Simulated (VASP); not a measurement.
Band structure of RuSb (relaxed from the CsCl type structure, space group Pm-3m). Level of theory: PBEsol GGA, VASP's PBE PAW potentials (set 64) (plane waves; VASP).

Unless said otherwise, spin-orbit coupling is left out, though it shifts the bands of the heavy elements here.

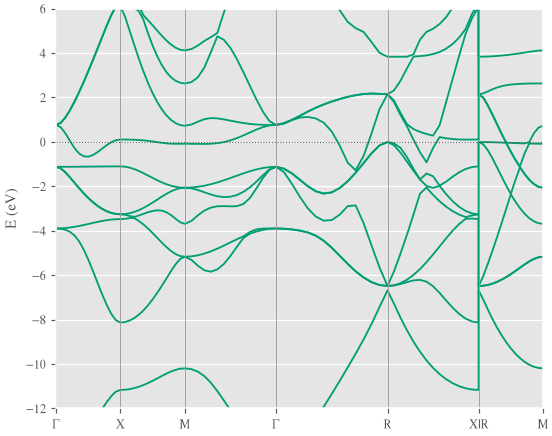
Figure: Bands along high-symmetry lines, zero at the valence-band maximum or, without a gap, the Fermi level

Question: Read the plot: is there a gap, and where are the band edges?

Answer: It has no gap at this level: it comes out as a metal or semimetal. (Edges off the drawn lines would not show.)

The structure was generated: RuSb was put into the CsCl type type (Pm-3m), which need not be its known phase. It was relaxed first, which changed the volume by -34 %. The electron count is odd and the run is not spin-polarised, which forces a metal.
